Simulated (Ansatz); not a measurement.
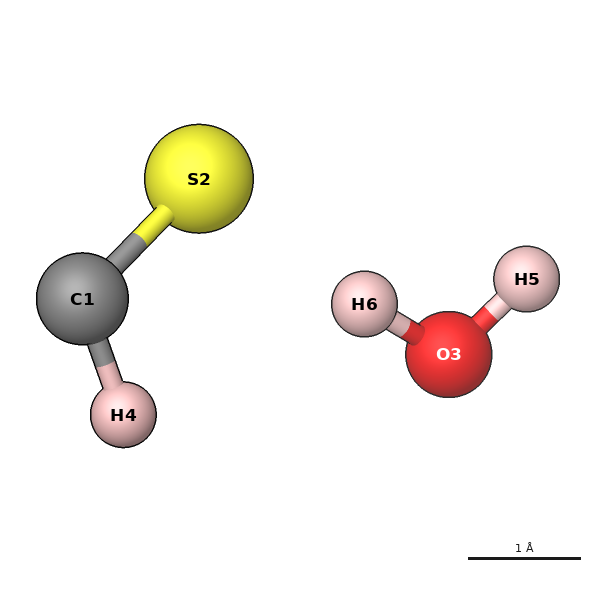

State: charge −1, singlet. The computed structure is the end point of a PBE-D4/def2-SVPD optimisation. No frequency run is at hand to confirm it as a minimum.

Find the hydrogen bonds (donors O, N, F, S or Cl) and give their geometry.

| D–H···A | D–H (Å) | H···A (Å) | angle (°) | kind |
| --- | --- | --- | --- | --- |
| O3–H6···S2 | 1.02 | 2.17 | 175 | intermolecular |
